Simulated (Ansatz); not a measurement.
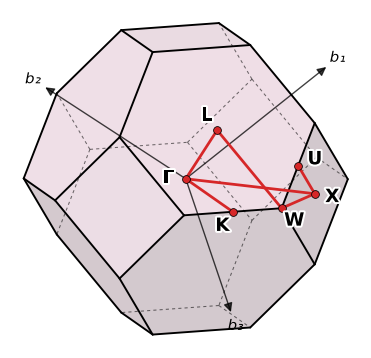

The figure shows the first Brillouin zone with its special points and a band path. Crystal: CoSi2, the input geometry of an electronic-structure calculation (not necessarily at equilibrium). The drawing is computed from the coordinates (standard cell, symmetry found to 0.002 Å).

Labels and path follow the convention of Hinuma et al. (2017), as computed by seekpath; the arrows show the directions of the reciprocal primitive vectors b₁, b₂, b₃.

Name the Bravais lattice of the crystal.

Answer. A face-centred cubic lattice (cF; extended symbol cF2). The zone is a truncated octahedron in its combinatorial type: 14 faces (6 with 4 edges, 8 with 6 edges), 36 edges, 24 vertices.

In which order does the conventional band path visit the special points?

Answer. Γ–X–U | K–Γ–L–W–X
